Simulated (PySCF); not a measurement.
Electron detachment energy of Li⁻ ([He] 2s² → [He] 2s). PySCF, aug-cc-pCVTZ-DK plus 1 diffuse shell for each l, spin-free X2C-1e, unrestricted single determinants, no spin-orbit coupling. Methods marked “subvalence” freeze no core electrons.

By method:

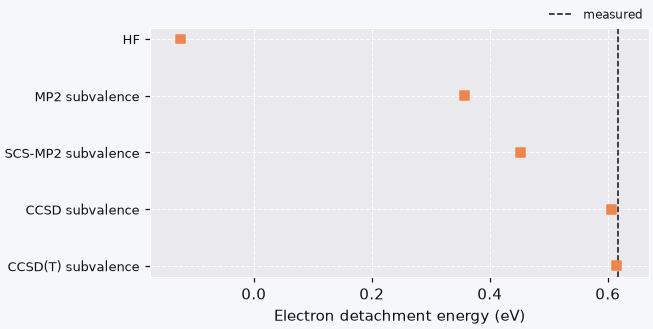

```csv
Method,Electron detachment energy (eV)
HF,−0.124
MP2 subvalence,0.358
SCS-MP2 subvalence,0.453
CCSD subvalence,0.607
CCSD(T) subvalence,0.614
```

The values run from −0.124 eV (HF) to 0.614 eV (CCSD(T) subvalence). The measured value is 0.618 eV; nearest to it come CCSD(T) subvalence (−0.004) and CCSD subvalence (−0.011), furthest HF (−0.742 eV).

Limits of the model: large single amplitudes.
